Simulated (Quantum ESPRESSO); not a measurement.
# E(M) of MnSi, part 2 of 2

Aim: the energy of MnSi as a function of the total spin moment of its primitive cell.

Quantum ESPRESSO 7.5; PBE; plane waves with GBRV 1.5 PBE potentials, no spin-orbit coupling.

So far, absolute magnetization (μB): step 2 (No moment imposed) 4.69; step 4 (Kohn–Sham states 54, tot magnetization 0.579, fixed moment …) 0.713.

**5. Moment fixed at 1.159 μB**

The input, pw.in:

```
&CONTROL
  calculation = 'scf'
  prefix = 'pwscf'
  outdir = './tmp'
  pseudo_dir = './pseudo'
  disk_io = 'nowf'
/
&SYSTEM
  ibrav = 0
  celldm(1) = 8
  nat = 8
  ntyp = 2
  ecutwfc = 40
  ecutrho = 280
  nbnd = 54
  occupations = 'smearing'
  smearing = 'fd'
  degauss = 0.00367493
  nspin = 2
  starting_magnetization(1) = 0.0193
  starting_magnetization(2) = 0
  tot_magnetization = 1.159
/
&ELECTRONS
  conv_thr = 1.6d-08
  electron_maxstep = 150
  mixing_beta = 0.3
/
ATOMIC_SPECIES
Mn     54.9380 mn_pbe_v1.5.uspp.F.UPF
Si     28.0850 si_pbe_v1.uspp.F.UPF
CELL_PARAMETERS alat
   1.0766714595055    0.0000000000000    0.0000000000000
   0.0000000000000    1.0766714595055    0.0000000000000
   0.0000000000000    0.0000000000000    1.0766714595055
ATOMIC_POSITIONS crystal
Mn      0.1370000000    0.1370000000    0.1370000000
Mn      0.6370000000    0.3630000000    0.8630000000
Mn      0.8630000000    0.6370000000    0.3630000000
Mn      0.3630000000    0.8630000000    0.6370000000
Si      0.8450000000    0.8450000000    0.8450000000
Si      0.3450000000    0.6550000000    0.1550000000
Si      0.1550000000    0.3450000000    0.6550000000
Si      0.6550000000    0.1550000000    0.3450000000
K_POINTS automatic
8 8 8 0 0 0
```

Started as:

```
OMP_NUM_THREADS=1 mpirun -n 4 pw.x -nk 4 -in pw.in > pw.out
```

Output:

```text
     [... lines left out ...]
Program PWSCF v.7.5 starts
     [... lines left out ...]
     number of atoms/cell      =            8
     [... lines left out ...]
     number of electrons       =        76.00 (up:  38.58, down:  37.42)
     number of Kohn-Sham states=           54
     kinetic-energy cutoff     =      40.0000  Ry
     charge density cutoff     =     280.0000  Ry
     scf convergence threshold =      1.6E-08
     [... lines left out ...]
     12 Sym. Ops. (no inversion) found ( 9 have fractional translation)
     [... lines left out ...]
     number of k points=    45  Fermi-Dirac smearing, width (Ry)=  0.0037
     [... lines left out ...]
     iteration # 12     ecut=    40.00 Ry     beta= 0.30
     [... lines left out ...]
     Magnetic moment per site  (integrated on atomic sphere of radius R)
     atom   1 (R=0.225)  charge= 12.9930  magn=  0.3063
     atom   2 (R=0.225)  charge= 12.9930  magn=  0.3063
     atom   3 (R=0.225)  charge= 12.9930  magn=  0.3063
     atom   4 (R=0.225)  charge= 12.9930  magn=  0.3063
     atom   5 (R=0.225)  charge=  1.7502  magn= -0.0162
     atom   6 (R=0.225)  charge=  1.7502  magn= -0.0162
     atom   7 (R=0.225)  charge=  1.7502  magn= -0.0162
     atom   8 (R=0.225)  charge=  1.7502  magn= -0.0162
     [... lines left out ...]
     the spin up/dw Fermi energies are    15.3466   15.4662 ev
!    total energy              =    -883.47167710 Ry
     estimated scf accuracy    <          2.8E-09 Ry
     smearing contrib. (-TS)   =      -0.00586378 Ry
     [... lines left out ...]
     total magnetization       =     1.16 Bohr mag/cell
     absolute magnetization    =     1.42 Bohr mag/cell
     convergence has been achieved in  12 iterations
```

It took 1.8 min on 4 MPI ranks of Intel Xeon at 2.70GHz, shared host; peak memory 0.63 GiB.

This step gave:

* magnetization: 1.159 μB
* absolute magnetization: 1.424 μB
* half the difference of the two Fermi energies: -59.8 meV
* largest moment: 0.3063 μB

**6. E(M)**

The runs not shown differ in the target, the start and the number of states alone. The point at 3.97 μB is the free run, entered with slope zero.

The energy over the lowest by total spin moment:

```
total spin moment (μB a cell)  energy over the lowest (meV a cell)
                         0.00                                  259
                         0.58                                  249
                         1.16                                  223
                         1.74                                  182
                         2.32                                  131
                         2.90                                 74.8
                         3.48                                 23.4
                         3.97                                    0
                         4.06                                 1.33
                         4.64                                 36.1
                         5.21                                 78.1
                         5.79                                  122
                         6.37                                  171
```

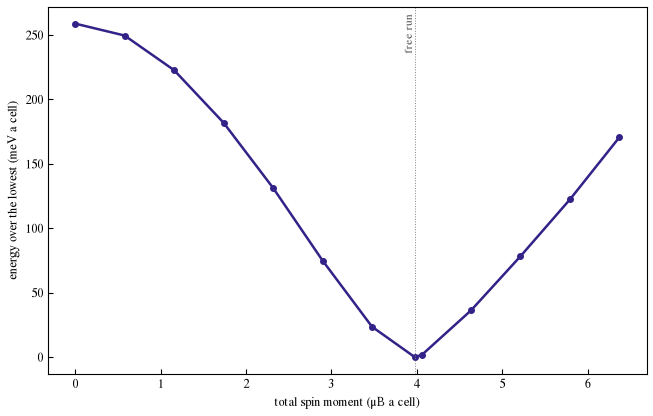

Energy over the lowest against total spin moment.

Table of dE/dM by total spin moment:

```
total spin moment (μB a cell)  dE/dM (meV/μB)
                         0.00         -0.0294
                         0.58           -31.8
                         1.16           -59.8
                         1.74           -79.7
                         2.32           -93.9
                         2.90           -97.7
                         3.48           -73.6
                         3.97               0
                         4.06            30.7
                         4.64            70.6
                         5.21            74.0
                         5.79            79.0
                         6.37            88.1
```

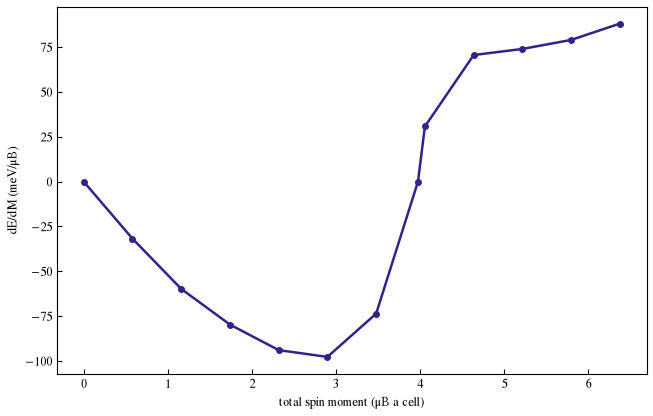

dE/dM against total spin moment.

Table of largest site moment by total spin moment:

```
total spin moment (μB a cell)  largest site moment (μB)
                         0.00                    2.5e-5
                         0.58                     0.153
                         1.16                     0.306
                         1.74                     0.458
                         2.32                     0.609
                         2.90                     0.757
                         3.48                     0.901
                         3.97                      1.02
                         4.06                      1.04
                         4.64                      1.19
                         5.21                      1.34
                         5.79                      1.48
                         6.37                      1.63
```

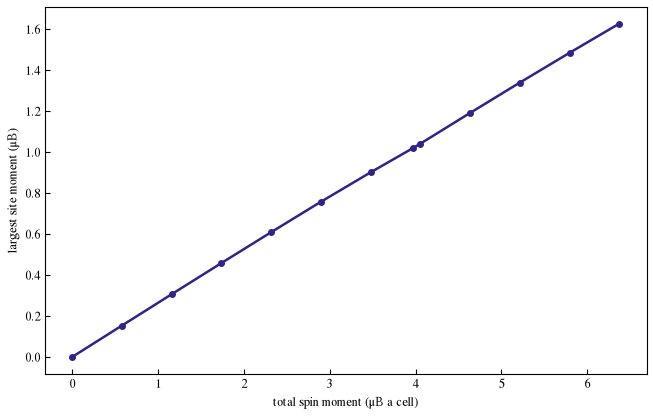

Largest site moment against total spin moment.

**7. Outcome**

| Property | Result |
| --- | --- |
| moment of the free run | 3.97 μB a cell |
| energy at zero total moment | 259 meV a cell over the lowest |

In words: At zero total moment the site moments vanish, so the 259 meV a cell is the energy of forming them. The points show one minimum alone. All runs start parallel; opposed orders may lie lower.

[Logs and program files are shortened in this print: banners, set-up blocks, solver, clock and traceback lines can be left out without a mark of their own.]

[Logs are printed without paths, hosts, clocks, repeated set-up lines and the standing remarks that a program may print on its own settings, such as how far it seeks lower states.]

[Hosts, paths, dates, database ids (printed as entryN), source tags and the programs' standing remarks are cut or masked in the printed files.]

[Where a cell is said to come from a database of computed structures, the database is the Materials Project.]
